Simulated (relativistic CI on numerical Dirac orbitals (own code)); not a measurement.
**Relativistic CI calculation for Ar⁺**

Ar⁺. Computed at this level: Dirac-Coulomb-Breit CI, KLI orbitals optimised for each configuration, model QED (radiative potential, 1s self-energy scaled to tabulated hydrogen-like ionisation energies), valence Slater integrals scaled by 0.85, self-excluded LDA correlation energy added to each configuration (relativistic CI on numerical Dirac orbitals, in-house).

**Input**
```
atom Ar  Z=18  charge=1  electrons=17
nucleus A=40  rms_radius_fm=3.4274
hamiltonian dirac-coulomb  breit=on  qed=on  c_scale=1
orbitals kli  potential=per-configuration
slater_scale 0.85
correlation lda-sx
mixing on
configurations
  [Ne] 3s2 3p5
  [Ne] 3s 3p6
  [Ne] 3s2 3p4 3d
  [Ne] 3s2 3p4 4s
  [Ne] 3s2 3p4 4p
  [Ne] 3s 3p5 3d
  [Ne] 3s2 3p4 5s
  [Ne] 3s2 3p4 4d
  [Ne] 3s2 3p4 5p
  [Ne] 3s2 3p4 4f
  [Ne] 3s2 3p4 6s
  [Ne] 3s2 3p4 5d
  [Ne] 3s2 3p4 6p
  [Ne] 3s2 3p4 5f
  [Ne] 3s2 3p4 5g
  [Ne] 3s2 3p4 6d
  [Ne] 3s2 3p3 4s 4p
  [Ne] 3s2 3p3 3d 4p
  [Ne] 3s 3p5 4s
  [Ne] 3s2 3p3 3d2
  [Ne] 3s2 3p2 3d3
  [Ne] 3s2 3p2 3d2 4s
  [Ne] 3s2 3p2 3d2 4p
  [Ne] 3s 3p3 3d3
  [Ne] 3s2 3p2 3d2 5s
  [Ne] 3s2 3p3 4s2
  [Ne] 3s2 3p2 3d 4s2
  [Ne] 3s2 3p2 4s2 4p
  [Ne] 3s 3p3 3d 4s2
  [Ne] 3s2 3p2 4s2 5s
  [Ne] 3s2 3p3 3d 4s
  [Ne] 3s2 3p2 3d 4s 4p
  [Ne] 3s 3p3 3d2 4s
  [Ne] 3s2 3p2 3d 4s 5s
  [Ne] 3p5 3d2
  [Ne] 3p4 3d3
  [Ne] 3p4 3d2 4s
  [Ne] 3p4 3d2 4p
  [Ne] 3p4 3d2 5s
  [Ne] 3s2 3p3 4p2
  [Ne] 3s2 3p2 3d 4p2
  [Ne] 3s2 3p2 4s 4p2
  [Ne] 3s2 3p2 4p3
  [Ne] 3s 3p3 3d 4p2
  [Ne] 3s2 3p2 4p2 5s
end
```

Launched within a batch (the task file carries these settings):
```bash
python <driver script> task.json out
```

The program writes its results to a structured record and prints no log; tables and figures of this report are taken from that record.

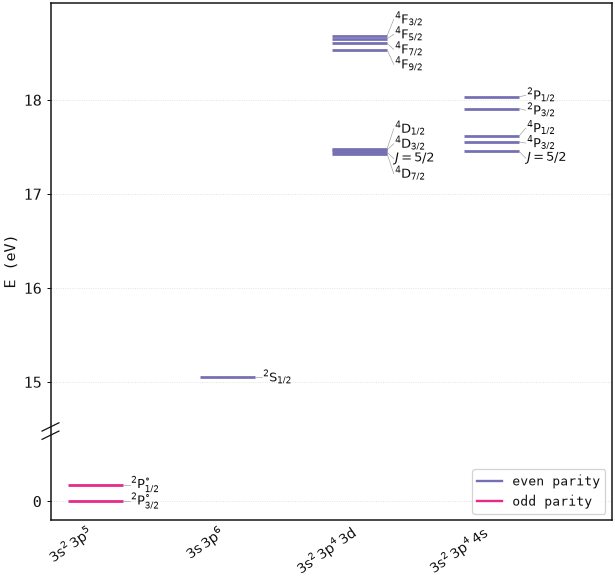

**Figure 1.** Level diagram of Ar⁺ (argon, Z = 18). The lowest level is 3s² 3p⁵ ²P°₃/₂. The first excited level, 3s² 3p⁵ ²P°₁/₂, lies at 0.176 eV. The lowest level of opposite parity, 3s 3p⁶ ²S₁/₂, is at 15.0 eV. The levels are close to LS coupling (mean leading weight 89 % in LS and 58 % in jj).

| Configuration | Level | E (eV) |
| --- | --- | --- |
| 3s² 3p⁵ | ²P°₃/₂ | 0 |
| 3s² 3p⁵ | ²P°₁/₂ | 0.1756 |
| 3s 3p⁶ | ²S₁/₂ | 15.05 |
| 3s² 3p⁴ 3d | ⁴D₇/₂ | 17.43 |
| 3s² 3p⁴ 3d | J = 5/2 (even, mixed) | 17.44 |
| 3s² 3p⁴ 4s | J = 5/2 (even, mixed) | 17.45 |
| 3s² 3p⁴ 3d | ⁴D₃/₂ | 17.47 |
| 3s² 3p⁴ 3d | ⁴D₁/₂ | 17.48 |
| 3s² 3p⁴ 4s | ⁴P₃/₂ | 17.55 |
| 3s² 3p⁴ 4s | ⁴P₁/₂ | 17.62 |
| 3s² 3p⁴ 4s | ²P₃/₂ | 17.91 |
| 3s² 3p⁴ 4s | ²P₁/₂ | 18.03 |
| 3s² 3p⁴ 3d | ⁴F₉/₂ | 18.53 |
| 3s² 3p⁴ 3d | ⁴F₇/₂ | 18.60 |
| 3s² 3p⁴ 3d | ⁴F₅/₂ | 18.65 |
| 3s² 3p⁴ 3d | ⁴F₃/₂ | 18.68 |

**Key numbers**

- outcome: converged
- lowest level: 3s² 3p⁵ ²P°₃/₂
- first excited level: 3s² 3p⁵ ²P°₁/₂, 1,416 cm⁻¹
- ionisation energy: 28.011 eV
- levels computed: 6806
- SCF iterations: 448
- hardware: 1 thread of Intel Xeon (Granite Rapids), 128 GiB of memory available, shared host
- wall time: 4.7 s

**Remarks**

To bear in mind: near-neutral ion: configurations can be misplaced by up to about 10000 cm⁻¹, over 20000 where the f count changes; rates and lifetimes follow the computed energies and can be off by orders of magnitude; the fine structure of a weakly bound d or f electron outside closed shells is too small or inverted; only a limited list of configurations is included, so lower levels can be missing.
